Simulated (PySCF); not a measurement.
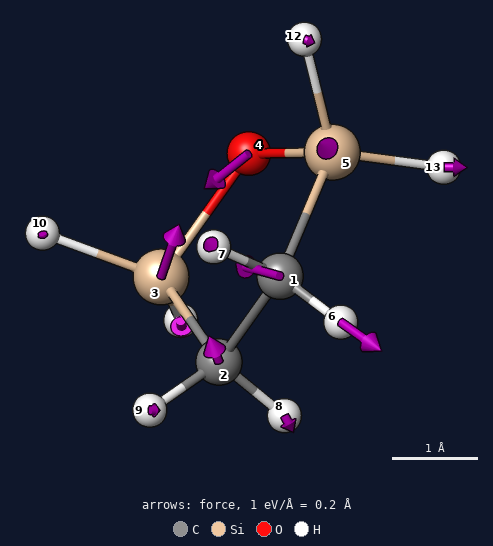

Starting geometry of C₂H₈OSi₂ with the computed forces as purple arrows. The picture is a ball-and-stick view, seen from a free direction.

The start comes from GFN2-xTB. Its atoms were then displaced at random by about 0.03 Å.

These are results of PySCF 2.14.0, density-fitted response routines, PBE0-D3(BJ)/def2-SVP geometry optimisation, gas phase, not measurements. 

> Is this structure relaxed? If not, where do the atoms go?

It isn't relaxed: the largest force vector, on a C atom, is 4.93 eV/Å. The final displacements follow the starting forces only in part (cosine between the two patterns 0.39). The atom that moves furthest after the best rigid fit is an H atom (0.18 Å). By element the largest moves are H 0.18 Å, C 0.11 Å, O 0.09 Å, Si 0.08 Å. Some distances before and after: O–Si 1.792 → 1.681 Å, C–C 1.639 → 1.545 Å, H–Si 1.402 → 1.491 Å, C–H 1.015 → 1.101 Å. Among the angles between lasting bonds that change: H–Si–H 118.0° → 109.0°, O–Si–H 102.3° → 110.6°, H–C–H 113.5° → 106.4°. The energy falls by 0.842 eV in 8 geometry steps.
